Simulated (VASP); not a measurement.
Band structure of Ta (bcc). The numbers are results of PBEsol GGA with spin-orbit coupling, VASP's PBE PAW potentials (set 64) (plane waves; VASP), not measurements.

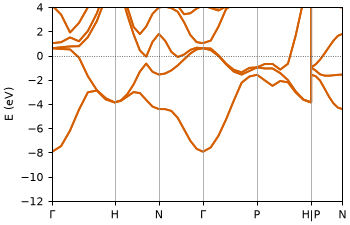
Bands along high-symmetry lines, zero at the valence-band maximum or, without a gap, the Fermi level

Read the plot: is there a gap, and where are the band edges?

It has no gap at this level: it comes out as a metal or semimetal.

The compound is Ta in the bcc structure. It was relaxed first.
